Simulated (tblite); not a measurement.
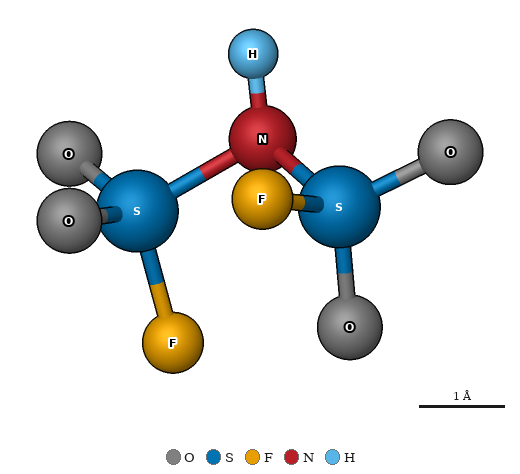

*The input geometry (ball-and-stick view, seen at a tilt).*

Geometry relaxation of NHS2O4F2 (part 1 of 2)

- system: NHS2O4F2, SMILES O=S(=O)(F)NS(=O)(=O)F
- method: GFN2-xTB geometry optimisation, gas phase (tblite 0.8.0)

The program's output:
```
step      E/eV     max force
  0    -969.98100    4.816
  1    -971.02355    2.075
  2    -971.25046    1.576
  3    -971.41618    2.921
  4    -971.56285    0.846
  5    -971.58915    0.483
  6    -971.63222    0.462
  7    -971.64079    0.436
  8    -971.65236    0.406
  9    -971.66209    0.344
 10    -971.66898    0.210
 11    -971.67309    0.190
 12    -971.67678    0.200
 13    -971.68185    0.246
 14    -971.68677    0.250
 15    -971.69084    0.240
 16    -971.69477    0.214
 17    -971.69953    0.221
 18    -971.70503    0.241
 19    -971.71053    0.232
 20    -971.71599    0.254
 21    -971.72331    0.309
 22    -971.73549    0.414
 23    -971.75274    0.464
 24    -971.77033    0.462
 25    -971.78306    0.398
 26    -971.78317    0.866
 27    -971.80112    0.392
 28    -971.80873    0.219
 29    -971.81749    0.198
 30    -971.82048    0.157
 31    -971.82246    0.116
 32    -971.82429    0.132
 33    -971.82663    0.177
 34    -971.82816    0.113
 35    -971.82884    0.049
 36    -971.82912    0.045
 37    -971.82933    0.039
 38    -971.82955    0.034
 39    -971.82972    0.032
 40    -971.82986    0.041
 41    -971.83000    0.046
 42    -971.83013    0.036
 43    -971.83022    0.023
 44    -971.83028    0.025
 45    -971.83035    0.030
 46    -971.83044    0.032
 47    -971.83055    0.030
 48    -971.83065    0.028
 49    -971.83074    0.031
 50    -971.83082    0.030
 51    -971.83089    0.028
 52    -971.83094    0.022
 53    -971.83098    0.017
 54    -971.83101    0.016
 55    -971.83104    0.015
 56    -971.83107    0.019
 57    -971.83112    0.021
 58    -971.83116    0.019
 59    -971.83121    0.022
 60    -971.83126    0.020
 61    -971.83130    0.013
 62    -971.83131    0.008
```

Trajectory as extended XYZ (Å, eV, eV/Å), 46 of the 63 frames kept, from step=0 to step=62:
```
10
Properties=species:S:1:pos:R:3:forces:R:3 step=0 energy=-969.98100
O    -1.1872   -0.3212   -1.6192   -0.1260   0.8460   4.3940
S    -1.3852   -0.2408   -0.1389   -1.7470  -2.4210  -3.3810
O    -2.5468   -1.0454    0.3382    3.2620   2.3580  -0.3810
F    -1.6288    1.3491    0.3198    0.5110  -1.4870  -0.1790
N     0.1105   -0.7403    0.5784   -0.9040   1.5590  -0.5840
S     1.3633    0.2581   -0.0646    3.3340   2.9660   1.8120
O     2.6862   -0.1749    0.5388   -4.1940   0.6140  -2.1330
O     1.1259    1.7314    0.1524   -0.1710  -4.5380  -0.9540
F     1.3777   -0.0275   -1.7297   -0.1440   0.0300   2.1480
H     0.0932   -0.7839    1.6022    0.1770   0.0730  -0.7420
10
Properties=species:S:1:pos:R:3:forces:R:3 step=1 energy=-971.02355
O    -1.1890   -0.3091   -1.5564    0.4250   0.5430  -0.9790
S    -1.4102   -0.2754   -0.1872    1.0600   0.1190   1.5350
O    -2.5002   -1.0117    0.3328    0.4420   0.3500   0.5300
F    -1.6215    1.3278    0.3172    0.4300  -1.5830  -0.3690
N     0.0976   -0.7180    0.5701   -0.4650   1.6610  -0.9150
S     1.4109    0.3005   -0.0387   -1.1140  -0.7460  -0.3540
O     2.6263   -0.1661    0.5083   -0.1950  -0.5190  -0.3680
O     1.1235    1.6666    0.1388   -0.5970  -0.0890  -0.3510
F     1.3757   -0.0271   -1.6990   -0.0170   0.1260   2.0710
H     0.0957   -0.7829    1.5916    0.0300   0.1380  -0.8000
10
Properties=species:S:1:pos:R:3:forces:R:3 step=3 energy=-971.41618
O    -1.1654   -0.2627   -1.5458    0.4520   0.1470  -1.4200
S    -1.3337   -0.2756   -0.1739   -2.7360  -0.8090   0.6250
O    -2.4538   -0.9801    0.3802    1.5400   0.3690  -0.1430
F    -1.5853    1.2079    0.2938    0.1900   0.7640   0.2810
N     0.0626   -0.5951    0.5173    1.0680  -0.8330   1.1050
S     1.3577    0.2737   -0.0482    0.5740   1.0050   1.6470
O     2.5808   -0.2047    0.4683   -0.3700  -0.4810   0.1300
O     1.0749    1.6350    0.1071   -0.3600   0.5220  -0.0570
F     1.3718   -0.0221   -1.5397   -0.2900  -0.7350  -1.5840
H     0.0993   -0.7718    1.5184   -0.0670   0.0510  -0.5830
10
Properties=species:S:1:pos:R:3:forces:R:3 step=4 energy=-971.56285
O    -1.1659   -0.2698   -1.5597    0.1360   0.1800   0.0070
S    -1.3676   -0.2802   -0.1725    0.3580   0.2420  -0.7270
O    -2.4515   -0.9845    0.3718    0.0590  -0.3490   0.5520
F    -1.5902    1.2359    0.3005    0.2230   0.0360   0.1130
N     0.0783   -0.6244    0.5367    0.0610   0.0370  -0.3720
S     1.3695    0.2850   -0.0340   -0.0930   0.3480   0.3580
O     2.5882   -0.2028    0.4777   -0.1960  -0.4120   0.0860
O     1.0801    1.6481    0.1127   -0.3370   0.3000  -0.0910
F     1.3700   -0.0293   -1.5816   -0.2090  -0.3520   0.0030
H     0.0980   -0.7733    1.5260   -0.0010  -0.0320   0.0690
10
Properties=species:S:1:pos:R:3:forces:R:3 step=6 energy=-971.63222
O    -1.1499   -0.2471   -1.5776   -0.1730   0.0540  -0.1580
S    -1.3594   -0.2784   -0.1968    0.0860  -0.0090   0.0740
O    -2.4142   -0.9921    0.4097    0.3320  -0.1040  -0.0660
F    -1.5663    1.2223    0.3055    0.0780   0.2550   0.0730
N     0.0824   -0.6056    0.5163   -0.0690  -0.2690   0.1410
S     1.3579    0.3029   -0.0095   -0.0290   0.3590  -0.2900
O     2.5627   -0.2390    0.4791   -0.1360   0.0860   0.2750
O     1.0459    1.6705    0.1009    0.1230  -0.1700  -0.0120
F     1.3522   -0.0563   -1.5564   -0.1570  -0.1450   0.0430
H     0.0974   -0.7726    1.5063   -0.0560  -0.0570  -0.0810
10
Properties=species:S:1:pos:R:3:forces:R:3 step=7 energy=-971.64079
O    -1.1506   -0.2439   -1.5825   -0.1970   0.0650  -0.0770
S    -1.3569   -0.2775   -0.2003    0.0540  -0.0420   0.1690
O    -2.4056   -0.9961    0.4139    0.3380  -0.0330  -0.1460
F    -1.5623    1.2266    0.3078    0.0800   0.1640   0.0310
N     0.0824   -0.6092    0.5156    0.0030  -0.1040  -0.0160
S     1.3564    0.3114   -0.0104    0.1670  -0.3600  -0.1810
O     2.5581   -0.2424    0.4844   -0.3040   0.2640   0.1670
O     1.0437    1.6721    0.0997    0.0580   0.2020  -0.0040
F     1.3473   -0.0626   -1.5551   -0.1330  -0.0850   0.0700
H     0.0965   -0.7737    1.5043   -0.0660  -0.0700  -0.0110
10
Properties=species:S:1:pos:R:3:forces:R:3 step=8 energy=-971.65236
O    -1.1553   -0.2384   -1.5895   -0.2030   0.0800   0.0590
S    -1.3512   -0.2759   -0.2041    0.0160   0.0240   0.1870
O    -2.3893   -1.0033    0.4178    0.2520   0.0210  -0.1810
F    -1.5555    1.2355    0.3116    0.0850  -0.0320  -0.0320
N     0.0828   -0.6160    0.5129    0.1420   0.0790  -0.1030
S     1.3579    0.3160   -0.0133   -0.2960  -0.2560  -0.1090
O     2.5460   -0.2422    0.4945    0.0320   0.2020   0.2040
O     1.0414    1.6786    0.0979    0.1210  -0.0130  -0.0600
F     1.3381   -0.0730   -1.5531   -0.0690  -0.0380   0.0620
H     0.0940   -0.7766    1.5026   -0.0800  -0.0660  -0.0260
10
Properties=species:S:1:pos:R:3:forces:R:3 step=10 energy=-971.66898
O    -1.1728   -0.2255   -1.5939   -0.1010   0.1130   0.0970
S    -1.3387   -0.2692   -0.2044   -0.0230   0.0810  -0.0610
O    -2.3573   -1.0146    0.4168   -0.0880  -0.0530   0.0120
F    -1.5408    1.2437    0.3150    0.0700  -0.1310  -0.0140
N     0.0889   -0.6210    0.5063    0.0510   0.0950  -0.0710
S     1.3478    0.3148   -0.0195   -0.0190  -0.0550   0.1980
O     2.5287   -0.2304    0.5178    0.1410   0.1340   0.0780
O     1.0450    1.6811    0.0904    0.0230  -0.0590  -0.1440
F     1.3217   -0.0902   -1.5469    0.0000  -0.0570  -0.0690
H     0.0863   -0.7840    1.4957   -0.0530  -0.0680  -0.0280
10
Properties=species:S:1:pos:R:3:forces:R:3 step=11 energy=-971.67309
O    -1.1803   -0.2194   -1.5932   -0.0580   0.1170  -0.0060
S    -1.3363   -0.2659   -0.2044   -0.0740  -0.0080  -0.0490
O    -2.3500   -1.0184    0.4159   -0.1100  -0.0320   0.0480
F    -1.5353    1.2430    0.3155    0.0470  -0.0760   0.0320
N     0.0916   -0.6204    0.5036   -0.0450   0.0240   0.0070
S     1.3451    0.3124   -0.0173    0.1110   0.0640   0.1050
O     2.5270   -0.2231    0.5261    0.1650   0.0730   0.0590
O     1.0471    1.6801    0.0851   -0.0240  -0.0330  -0.1430
F     1.3172   -0.0959   -1.5466    0.0260  -0.0610  -0.0070
H     0.0829   -0.7876    1.4928   -0.0390  -0.0690  -0.0450
10
Properties=species:S:1:pos:R:3:forces:R:3 step=12 energy=-971.67678
O    -1.1879   -0.2119   -1.5932   -0.0310   0.1040  -0.0720
S    -1.3358   -0.2636   -0.2047   -0.1040  -0.0970  -0.0300
O    -2.3457   -1.0220    0.4159   -0.0910   0.0060   0.0470
F    -1.5298    1.2409    0.3166    0.0150  -0.0050   0.0800
N     0.0929   -0.6194    0.5016   -0.0810  -0.0240   0.0240
S     1.3450    0.3110   -0.0140    0.1580   0.1210  -0.0150
O     2.5287   -0.2155    0.5343    0.1590   0.0280   0.0420
O     1.0482    1.6791    0.0778   -0.0500   0.0070  -0.1260
F     1.3141   -0.1018   -1.5459    0.0580  -0.0650   0.0700
H     0.0792   -0.7921    1.4891   -0.0320  -0.0760  -0.0210
10
Properties=species:S:1:pos:R:3:forces:R:3 step=14 energy=-971.68677
O    -1.2121   -0.1838   -1.5972    0.0000   0.0110  -0.0850
S    -1.3392   -0.2626   -0.2084   -0.0290  -0.1090   0.0130
O    -2.3387   -1.0319    0.4190   -0.0370   0.0780  -0.0120
F    -1.5132    1.2350    0.3261   -0.0810   0.0850   0.1670
N     0.0938   -0.6170    0.4952   -0.0090  -0.0750   0.0250
S     1.3532    0.3116   -0.0058    0.0700   0.1080  -0.1610
O     2.5412   -0.1911    0.5596   -0.0110  -0.0020  -0.0520
O     1.0479    1.6789    0.0485   -0.0410   0.0710  -0.0600
F     1.3097   -0.1241   -1.5376    0.1600  -0.0900   0.1690
H     0.0662   -0.8103    1.4779   -0.0220  -0.0770  -0.0030
10
Properties=species:S:1:pos:R:3:forces:R:3 step=15 energy=-971.69084
O    -1.2222   -0.1711   -1.6001    0.0090  -0.0340  -0.0130
S    -1.3414   -0.2642   -0.2105    0.0390  -0.0030   0.0280
O    -2.3385   -1.0344    0.4205   -0.0150   0.0800  -0.0480
F    -1.5082    1.2333    0.3342   -0.1020   0.0510   0.1600
N     0.0942   -0.6169    0.4927    0.0460  -0.0540  -0.0060
S     1.3586    0.3142   -0.0045   -0.0400   0.0500  -0.1060
O     2.5474   -0.1806    0.5686   -0.0860   0.0140  -0.0800
O     1.0465    1.6803    0.0339   -0.0180   0.0730  -0.0370
F     1.3124   -0.1358   -1.5304    0.1840  -0.1080   0.1100
H     0.0600   -0.8202    1.4731   -0.0160  -0.0680  -0.0080
10
Properties=species:S:1:pos:R:3:forces:R:3 step=17 energy=-971.69953
O    -1.2385   -0.1512   -1.6040    0.0620  -0.0570   0.1470
S    -1.3432   -0.2654   -0.2124    0.0920   0.1970   0.0420
O    -2.3418   -1.0330    0.4200    0.0260   0.0330  -0.0770
F    -1.5066    1.2310    0.3589   -0.0730  -0.0560   0.0840
N     0.0972   -0.6189    0.4875    0.0510   0.0290  -0.0510
S     1.3654    0.3222   -0.0058   -0.1780  -0.0580   0.0720
O     2.5544   -0.1605    0.5782   -0.1290   0.0560  -0.0380
O     1.0426    1.6865    0.0043   -0.0070   0.0120  -0.0270
F     1.3312   -0.1639   -1.5129    0.1410  -0.1180  -0.1180
H     0.0484   -0.8423    1.4636    0.0150  -0.0380  -0.0350
10
Properties=species:S:1:pos:R:3:forces:R:3 step=18 energy=-971.70503
O    -1.2471   -0.1401   -1.6037    0.1170  -0.0210   0.1790
S    -1.3424   -0.2620   -0.2115    0.0560   0.2200   0.0410
O    -2.3427   -1.0302    0.4170    0.0340  -0.0100  -0.0540
F    -1.5084    1.2292    0.3784   -0.0330  -0.0750   0.0390
N     0.0999   -0.6205    0.4837   -0.0030   0.0740  -0.0390
S     1.3657    0.3271   -0.0069   -0.1620  -0.0890   0.0970
O     2.5548   -0.1462    0.5829   -0.1050   0.0670   0.0330
O     1.0396    1.6911   -0.0155   -0.0340  -0.0570  -0.0380
F     1.3482   -0.1857   -1.5033    0.0840  -0.0890  -0.2080
H     0.0413   -0.8580    1.4563    0.0460  -0.0190  -0.0500
10
Properties=species:S:1:pos:R:3:forces:R:3 step=19 energy=-971.71053
O    -1.2544   -0.1280   -1.6009    0.1780   0.0420   0.1420
S    -1.3408   -0.2553   -0.2092   -0.0140   0.1570   0.0380
O    -2.3415   -1.0276    0.4127    0.0230  -0.0510  -0.0090
F    -1.5104    1.2266    0.4001    0.0030  -0.0410   0.0130
N     0.1021   -0.6212    0.4792   -0.0690   0.0950  -0.0070
S     1.3634    0.3308   -0.0080   -0.0760  -0.0950   0.0360
O     2.5529   -0.1293    0.5898   -0.0710   0.0590   0.1070
O     1.0358    1.6946   -0.0375   -0.0810  -0.1250  -0.0570
F     1.3672   -0.2108   -1.4961    0.0260  -0.0350  -0.2160
H     0.0346   -0.8752    1.4472    0.0810  -0.0070  -0.0480
10
Properties=species:S:1:pos:R:3:forces:R:3 step=21 energy=-971.72331
O    -1.2604   -0.0941   -1.5885    0.2410   0.1870  -0.0480
S    -1.3392   -0.2340   -0.2005   -0.1520  -0.1100   0.0400
O    -2.3344   -1.0262    0.4032   -0.0300  -0.0820   0.0660
F    -1.5125    1.2206    0.4497    0.0150   0.1270   0.0180
N     0.1019   -0.6166    0.4696   -0.1250   0.0310   0.0840
S     1.3559    0.3324   -0.0132    0.1610  -0.0470  -0.1870
O     2.5433   -0.0866    0.6160   -0.0390  -0.0050   0.1740
O     1.0210    1.6929   -0.0925   -0.1740  -0.1920  -0.1140
F     1.4087   -0.2685   -1.4893   -0.0450   0.0950  -0.0380
H     0.0246   -0.9151    1.4230    0.1490  -0.0040   0.0060
10
Properties=species:S:1:pos:R:3:forces:R:3 step=22 energy=-971.73549
O    -1.2567   -0.0573   -1.5754    0.2190   0.2730  -0.1570
S    -1.3412   -0.2147   -0.1913   -0.1980  -0.2690   0.0370
O    -2.3295   -1.0275    0.3962   -0.0640  -0.0650   0.0690
F    -1.5146    1.2169    0.4959   -0.0100   0.2260   0.0190
N     0.0981   -0.6093    0.4623   -0.0890  -0.0710   0.1690
S     1.3511    0.3306   -0.0221    0.2940   0.0040  -0.2920
O     2.5325   -0.0469    0.6452   -0.0820  -0.0490   0.1320
O     1.0014    1.6842   -0.1474   -0.1990  -0.2290  -0.1610
F     1.4469   -0.3193   -1.4862   -0.0690   0.1840   0.1500
H     0.0209   -0.9521    1.4002    0.1980  -0.0030   0.0330
10
Properties=species:S:1:pos:R:3:forces:R:3 step=23 energy=-971.75274
O    -1.2413   -0.0033   -1.5553    0.1170   0.3360  -0.2050
S    -1.3469   -0.1897   -0.1769   -0.1750  -0.3550   0.0000
O    -2.3273   -1.0289    0.3867   -0.0980  -0.0230   0.0250
F    -1.5207    1.2135    0.5601   -0.0500   0.2800  -0.0020
N     0.0903   -0.5977    0.4556    0.0330  -0.2160   0.2640
S     1.3470    0.3258   -0.0390    0.3550   0.0480  -0.2950
O     2.5141    0.0059    0.6850   -0.1690  -0.0850   0.0040
O     0.9688    1.6646   -0.2256   -0.1670  -0.2460  -0.2070
F     1.5022   -0.3838   -1.4822   -0.0950   0.2660   0.3670
H     0.0227   -1.0018    1.3692    0.2490  -0.0050   0.0490
10
Properties=species:S:1:pos:R:3:forces:R:3 step=25 energy=-971.78306
O    -1.2075    0.0902   -1.5277   -0.1740   0.1470   0.1760
S    -1.3593   -0.1636   -0.1580    0.1510  -0.0090  -0.1540
O    -2.3334   -1.0322    0.3745   -0.0720   0.0890  -0.1630
F    -1.5330    1.2156    0.6472   -0.0810   0.0440  -0.1300
N     0.0816   -0.5851    0.4556    0.1480  -0.3130   0.1960
S     1.3486    0.3155   -0.0700   -0.0290   0.2850   0.0640
O     2.4813    0.0741    0.7404   -0.2530  -0.0570  -0.2780
O     0.9112    1.6221   -0.3489    0.0990  -0.3490  -0.1260
F     1.5769   -0.4600   -1.4647   -0.0530   0.1660   0.3570
H     0.0427   -1.0719    1.3292    0.2640  -0.0040   0.0580
10
Properties=species:S:1:pos:R:3:forces:R:3 step=26 energy=-971.78317
O    -1.1874    0.0876   -1.5257   -0.2140  -0.0110   0.2010
S    -1.3613   -0.1763   -0.1594    0.4510   0.3090  -0.0070
O    -2.3473   -1.0294    0.3730   -0.0800   0.0280  -0.1960
F    -1.5425    1.2246    0.6235   -0.0600  -0.1330  -0.1280
N     0.0830   -0.5922    0.4705    0.0670   0.0210  -0.4760
S     1.3523    0.3106   -0.0762   -0.7700  -0.0770   0.3880
O     2.4728    0.0494    0.7225    0.4520  -0.1390   0.1800
O     0.9063    1.6042   -0.3364   -0.0810   0.5150  -0.2090
F     1.5627   -0.4195   -1.4594    0.0450  -0.2760  -0.2470
H     0.0702   -1.0543    1.3450    0.1890  -0.2380   0.4960
10
Properties=species:S:1:pos:R:3:forces:R:3 step=28 energy=-971.80873
O    -1.2068    0.1177   -1.5190   -0.0880   0.0510   0.1200
S    -1.3549   -0.1631   -0.1551    0.0500   0.1180  -0.0260
O    -2.3423   -1.0268    0.3613   -0.0100   0.0610  -0.1460
F    -1.5419    1.2198    0.6545    0.0180  -0.0920  -0.1170
N     0.0862   -0.5974    0.4613    0.0220  -0.1370   0.0760
S     1.3439    0.3169   -0.0726   -0.1250   0.0850   0.1580
O     2.4714    0.0804    0.7407   -0.0880   0.0210  -0.1180
O     0.8984    1.6091   -0.3825    0.0430  -0.1160  -0.0340
F     1.5886   -0.4643   -1.4454   -0.0390  -0.0150   0.0650
H     0.0662   -1.0877    1.3343    0.2160   0.0230   0.0230
10
Properties=species:S:1:pos:R:3:forces:R:3 step=29 energy=-971.81749
O    -1.2098    0.1408   -1.5097    0.0070   0.0430  -0.0090
S    -1.3505   -0.1557   -0.1505   -0.1260  -0.0130  -0.0250
O    -2.3447   -1.0222    0.3473    0.0000   0.0430  -0.0800
F    -1.5459    1.2188    0.6630    0.0740  -0.0400  -0.0250
N     0.0880   -0.6065    0.4634   -0.0370  -0.0620   0.1260
S     1.3348    0.3172   -0.0710    0.0900   0.0390   0.0460
O     2.4635    0.0922    0.7453   -0.1390   0.0840  -0.0960
O     0.8888    1.6014   -0.4122    0.0210  -0.1370   0.0730
F     1.6001   -0.4780   -1.4336   -0.0650  -0.0260   0.0510
H     0.0846   -1.1033    1.3354    0.1750   0.0700  -0.0600
10
Properties=species:S:1:pos:R:3:forces:R:3 step=30 energy=-971.82048
O    -1.2068    0.1511   -1.5054    0.0230   0.0120  -0.0440
S    -1.3501   -0.1533   -0.1488   -0.1030  -0.0300  -0.0480
O    -2.3469   -1.0204    0.3406   -0.0350   0.0150  -0.0490
F    -1.5472    1.2190    0.6632    0.0800  -0.0160   0.0310
N     0.0877   -0.6105    0.4662   -0.0490  -0.0080   0.0830
S     1.3307    0.3157   -0.0704    0.0550   0.0040  -0.0210
O     2.4579    0.0949    0.7462   -0.0500   0.0840  -0.0200
O     0.8830    1.5950   -0.4221    0.0020  -0.0500   0.1020
F     1.6016   -0.4800   -1.4298   -0.0600  -0.0700   0.0150
H     0.0990   -1.1069    1.3379    0.1370   0.0580  -0.0490
10
Properties=species:S:1:pos:R:3:forces:R:3 step=32 energy=-971.82429
O    -1.1989    0.1624   -1.5023    0.0110  -0.0400  -0.0520
S    -1.3532   -0.1515   -0.1492    0.0290  -0.0170  -0.0320
O    -2.3532   -1.0185    0.3302   -0.0880  -0.0050  -0.0310
F    -1.5449    1.2192    0.6635    0.0480  -0.0050   0.0750
N     0.0843   -0.6137    0.4717   -0.0140   0.0630  -0.0500
S     1.3255    0.3120   -0.0703   -0.0650  -0.0400  -0.0830
O     2.4503    0.0998    0.7473    0.0880   0.0330   0.0690
O     0.8748    1.5864   -0.4268   -0.0250   0.1060   0.0740
F     1.5984   -0.4844   -1.4282   -0.0440  -0.1000   0.0090
H     0.1257   -1.1070    1.3417    0.0600   0.0060   0.0210
10
Properties=species:S:1:pos:R:3:forces:R:3 step=33 energy=-971.82663
O    -1.1960    0.1646   -1.5034    0.0170  -0.0490  -0.0430
S    -1.3556   -0.1514   -0.1514    0.0650  -0.0230   0.0190
O    -2.3596   -1.0169    0.3226   -0.0740   0.0100  -0.0310
F    -1.5406    1.2182    0.6647    0.0200  -0.0100   0.0690
N     0.0817   -0.6144    0.4744    0.0200   0.0700  -0.1060
S     1.3221    0.3101   -0.0708   -0.0210  -0.0680  -0.0270
O     2.4486    0.1043    0.7474    0.0570  -0.0070   0.0400
O     0.8721    1.5850   -0.4225   -0.0520   0.1690   0.0090
F     1.5933   -0.4902   -1.4276   -0.0400  -0.0740   0.0230
H     0.1430   -1.1046    1.3441    0.0090  -0.0170   0.0470
```
